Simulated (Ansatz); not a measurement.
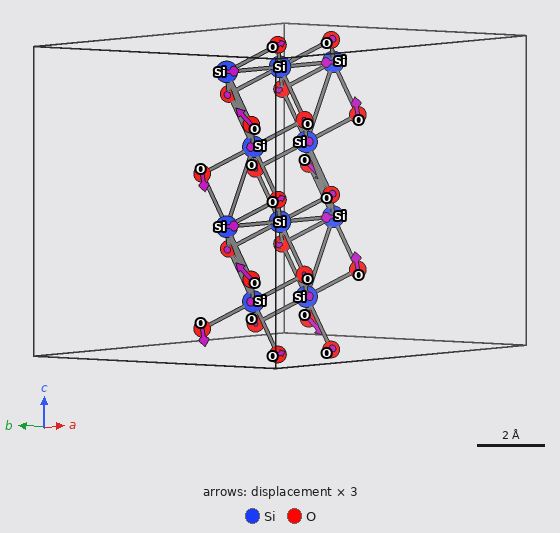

This is a relaxation of a wire of composition SiO₂. The starting structure is drawn; purple arrows show the displacements (the part carried along by the change of the cell is left out), magnified 3 times.

A ball-and-stick model of the 2 repeat of the cell, with the vacuum cut short, seen from a free direction.

Case: armchair ribbon, 5 formula units a period.

These are results of DFT PBEsol, scalar-relativistic, plane waves, PAW (Ansatz 0.2.0), not measurements.

The input:
```yaml
crystal:
  lattice:
    - [14.4, 0.0, 0.0]
    - [0.0, 11.1, 0.0]
    - [0.0, 0.0, 4.6393564469]
  atoms:
    - { symbol: Si, position: [0.5930046421, 0.5, 0.3333333333] }
    - { symbol: Si, position: [0.6860092843, 0.5, 0.8333333333] }
    - { symbol: Si, position: [0.4069953579, 0.5, 0.3333333333] }
    - { symbol: Si, position: [0.5, 0.5, 0.8333333333] }
    - { symbol: Si, position: [0.3139907157, 0.5, 0.8333333333] }
    - { symbol: O, position: [0.6860092843, 0.582205285, 0.1666666667] }
    - { symbol: O, position: [0.5, 0.582205285, 0.1666666667] }
    - { symbol: O, position: [0.5930046421, 0.582205285, 0.6666666667] }
    - { symbol: O, position: [0.3139907157, 0.582205285, 0.1666666667] }
    - { symbol: O, position: [0.4069953579, 0.582205285, 0.6666666667] }
    - { symbol: O, position: [0.5930046421, 0.417794715, 0.0] }
    - { symbol: O, position: [0.6860092843, 0.417794715, 0.5] }
    - { symbol: O, position: [0.4069953579, 0.417794715, 0.0] }
    - { symbol: O, position: [0.5, 0.417794715, 0.5] }
    - { symbol: O, position: [0.3139907157, 0.417794715, 0.5] }
basis:
  ecutwfc: 420
kpoints:
  mp_grid: { grid: [1, 1, 7] }
hamiltonian:
  xc: pbesol
scf:
  occupations: { method: gaussian, width: 0.05 }
output:
  forces: true
  stress: true
  eigenvalues: true
  populations: true
  write_density: true
  write_potential: true
  elf: true
  volumetric_format: npy
relax:
  adjacent_minimum: "off"
  f_tol: 0.02
  max_steps: 45
  cell: { fix: [a, b, alpha, beta, gamma], stress_tol: 0.03 }
```

Command:
```bash
ansatz run input.yaml --threads 4 --pin off --max-ram 11264MiB --backend cpu --events-out ev --progress --plain --runs-dir out
```

Q: What did the optimiser do to the structure, and how much energy did it gain?

A: The energy falls by 3.283 eV per cell of the calculation in 5 accepted moves (7 points after the start). The largest force component goes from 4.7 to 0.019 eV/Å. The line search rejected the trial step at point 3 of the run. At 1 point the geometry stayed and the basis and grid were re-selected for the new cell (energy shift of 5.0 meV per cell of the calculation at most each time). The largest moves relative to the layer's centre, 0.24 Å, are those of O6, O9, O12 and O15. Largest moves by element: O 0.24 Å, Si 0.21 Å. Along the periodic axis the drawn cell goes c 9.279 → 9.211 Å (−0.7 %). Near-neighbour distances that change, for instance: Si2–Si4 2.679 → 2.464 Å, Si2–O12 1.796 → 1.608 Å, Si1–Si2 2.679 → 2.512 Å, Si1–O14 1.796 → 1.886 Å. Bond angles that change, for instance: Si2–O11–Si4 96.5° → 88.2°, Si1–O11–Si2 96.5° → 90.9°, Si1–O7–Si3 96.5° → 101.6°. Cost: 22 s on 4 threads of Intel(R) Xeon(R) 6975P-C (Granite Rapids) (shared host), peak memory 1.3 GiB.
